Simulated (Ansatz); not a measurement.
# A ladder of methods for BNH3 (SMILES B[NH])

BNH3: 5 atoms, total charge 0, spin state doublet. SMILES: `B[NH]`. Geometry: optimised at PBE0/def2-SVP.

Each level gives the adiabatic ionisation energy (to the singlet cation, shapes relaxed at PBE0/def2-SVP, no zero-point term) (eV). The values are calculated.

```csv
level,kind,program,value (eV)
UBLYP/def2-TZVPP,GGA,Ansatz,6.64
UPBE/def2-TZVPP,GGA,Ansatz,6.69
UB3LYP/def2-TZVPP,global hybrid,Ansatz,6.70
UPBE0-D4/def2-TZVPP,global hybrid,Ansatz,6.61
U-wB97M-V/def2-TZVPP,range-separated hybrid,Ansatz,6.40
UB2PLYP/def2-TZVPP,double hybrid,Ansatz,6.46
RPA@PBE/def2-TZVPP,RPA,Ansatz,6.81
UMP2/def2-TZVPP,perturbation theory,Ansatz,6.10
```

The values span 6.10 to 6.81 eV.

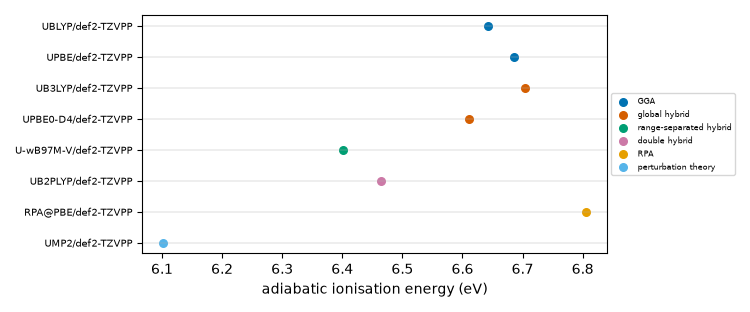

The values of the table, level by level.
